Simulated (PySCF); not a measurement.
## Electronic structure of C₄H₉NO₃Si₂ in real space

The calculation's input:

```
{"job": {"kind": "nmr", "xc": "PBE0", "basis": "pcSseg-1"}, "charge": 0, "multiplicity": 1}
C     -2.965425     0.818210     0.434578
C     -1.679439     0.574759     0.644433
Si    -0.584435    -0.508386    -0.457582
O     -1.422976    -1.181392    -1.687058
C     -0.223166    -2.078906     0.588518
O      0.653776    -2.128451     1.421774
Si     1.419586     0.484611    -1.072201
C      2.332260     1.109703     0.503152
N      2.288657     0.323168     1.595439
O      2.923994     2.174032     0.490680
H     -3.496839     0.380506    -0.395637
H     -3.550497     1.453782     1.081225
H     -1.203717     1.042002     1.497971
H     -1.888672    -0.669493    -2.342165
H     -0.833663    -2.983499     0.401965
H      2.329323    -0.465515    -1.734642
H      1.270745     1.633370    -1.973738
H      1.823404    -0.575830     1.605764
H      2.797279     0.606576     2.420392
```

Launched as:

```sh
OMP_NUM_THREADS=1 python probes_run.py task.json out
```

Geometry: GFN2-xTB.

Theory: PBE0/pcSseg-1, SCF density, gas phase, non-relativistic (PySCF 2.14.0).

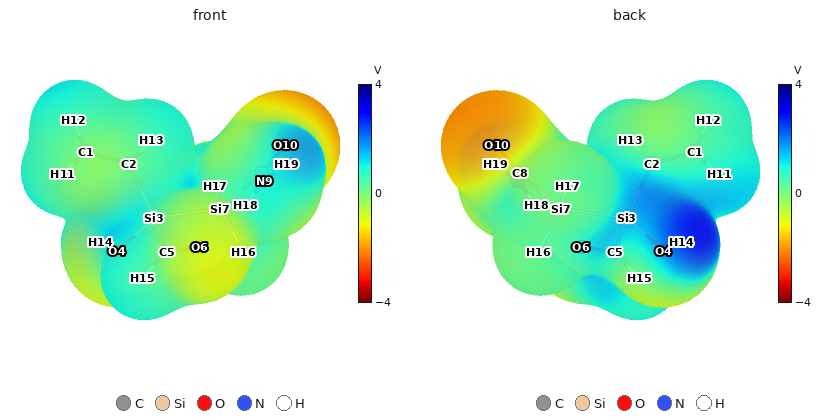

Figure 1. The molecular electrostatic potential painted on the density surface at 0.002 e/bohr³, seen from the front and from behind; the colour scale runs from red (negative) to blue (positive).

> Which sites attract a positive test charge, and which a negative one?

A positive charge is drawn to the negative regions and a negative charge to the positive ones. The most negative region (about −2.1 V, or −48 kcal/mol for a unit charge) lies over O10, the most positive (about +2.9 V, or +67 kcal/mol for a unit charge) over H14. O10 is the likeliest acceptor of a hydrogen bond.

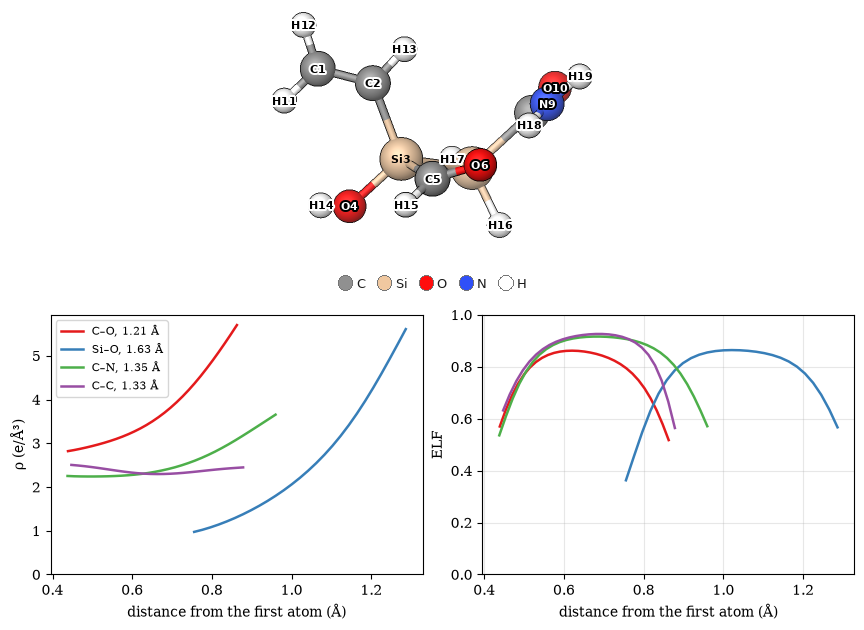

Figure 2. Total electron density and electron localisation function along straight lines between neighbouring atoms. The curves leave out the atomic cores. The structure is drawn too.

> Compare the contacts.

C–O (1.21 Å): the density is about 3.3 e/Å³ at the midpoint; the ELF peaks at about 0.85 between the atoms (a multiple bond).
Si–O (1.63 Å): ρ at the midpoint is about 1.1 e/Å³; the ELF peaks at about 0.85 between the atoms; a shared but strongly polarised pair.
C–N (1.35 Å): the density is about 2.4 e/Å³ at the midpoint; the ELF peaks at about 0.90 between the atoms, as expected for localised, covalent bonding.
C–C (1.33 Å): ρ at the midpoint is about 2.3 e/Å³; the ELF peaks at about 0.95 between the atoms; a short, multiple covalent bond.
